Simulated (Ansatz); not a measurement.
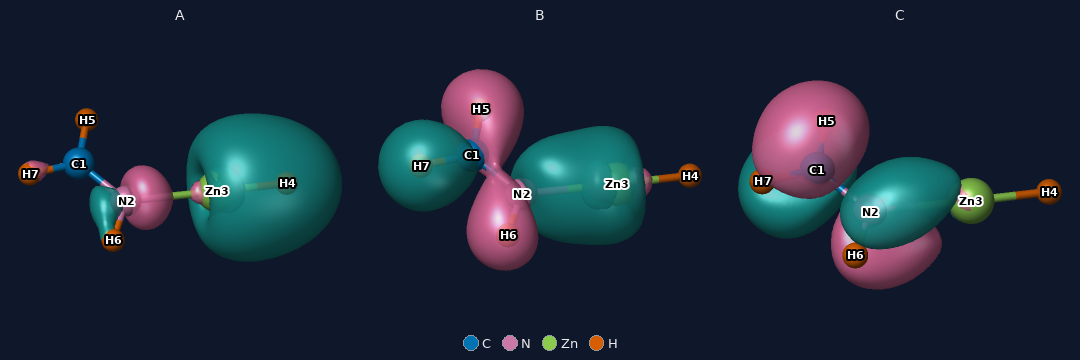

CH4NZn (SMILES C=[NH+][ZnH]) (charge +1). Three frontier orbitals at ±0.1 Å⁻³ᐟ² (teal and pink are the two phases), in no order.

Geometry: PBE0-D3(BJ)/def2-SVP.

Computed with isolated molecule in a Gaussian basis; Kohn-Sham density functional theory, functional PBE0 (Ansatz 0.2.0).

The calculation's input:

```
crystal:
  periodic: [false, false, false]
  atoms:
    - {symbol: C, position_ang: [-0.724844, -0.577989, -0.136821]}
    - {symbol: "N", position_ang: [0.388340, -0.246288, 0.390997]}
    - {symbol: Zn, position_ang: [2.125098, 0.008162, -0.505598]}
    - {symbol: H, position_ang: [3.448840, 0.198890, -1.210027]}
    - {symbol: H, position_ang: [-0.798070, -0.759845, -1.217136]}
    - {symbol: H, position_ang: [0.338664, -0.102229, 1.405674]}
    - {symbol: H, position_ang: [-1.636337, -0.691112, 0.466359]}
basis:
  gaussian:
    orbitals: def2-TZVPD
hamiltonian:
  xc: pbe0
output:
  forces: true
  orbitals: {seedname: orbitals}
total_charge: 1
```

Command:

```sh
ansatz run input.yaml --threads 1 --pin off --max-ram 2610MiB --events-out events.jsonl --progress --plain --runs-dir runs
```

> Which picture is the HOMO−1, the HOMO and the LUMO?

B is the HOMO−1 (−16.10 eV). Its weight (Hirshfeld) is mainly on N2 (about 30 %), C1 (about 20 %), Zn3 (about 20 %), H7 (about 10 %), H5 (about 10 %) and H6 (about 5 %); it is symmetric in the molecular plane (an in-plane orbital: σ, lone-pair or in-plane π type). A is the HOMO (−14.03 eV). By Hirshfeld shares it lies mainly on Zn3 (about 50 %) and H4 (about 45 %). C is the LUMO (−7.44 eV). By Hirshfeld shares it lies mainly on C1 (about 50 %), N2 (about 30 %) and Zn3 (about 10 %); it changes sign across the molecular plane (π type); π-bonding across N2–Zn3; π-antibonding (a node) across C1–N2.

> What is the HOMO–LUMO gap?

6.59 eV between the orbital energies.
